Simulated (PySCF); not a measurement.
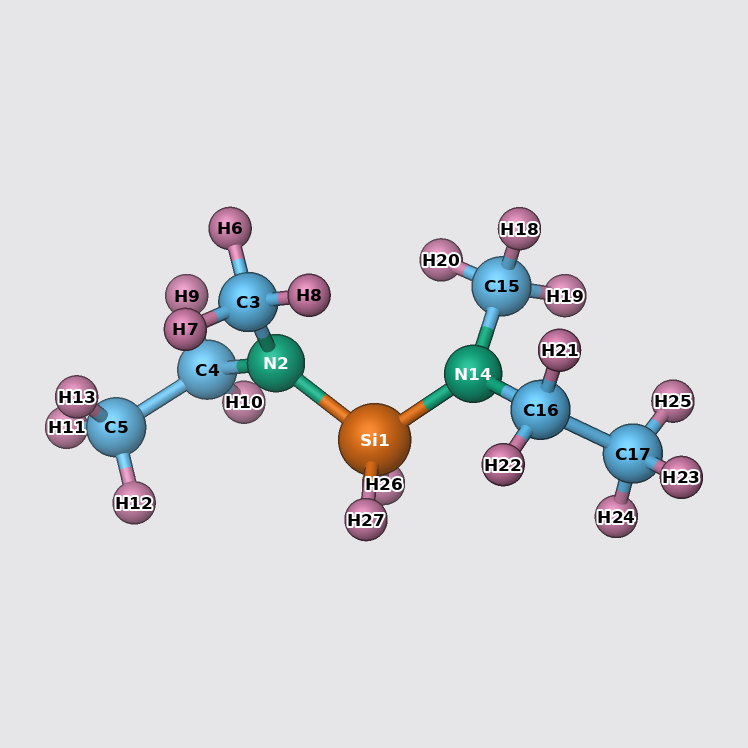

The geometry was computed by an optimisation with PBE0-D3(BJ)/def2-SVP. No frequency run is at hand to confirm it as a minimum. Electric field gradients from the ground-state density, PBE0/pcSseg-1 (PySCF 2.14.0), non-relativistic apart from any core potentials.

Give the largest field-gradient component, the quadrupole coupling constant and the asymmetry for 14N at N2 (Q = 20.44 mb), 14N at N14 (Q = 20.44 mb).

```tsv
atom	V_zz (a.u.)	e²qQ/h (MHz)	η
N2	−1.096	−5.26	0.38
N14	−1.097	−5.27	0.38
```
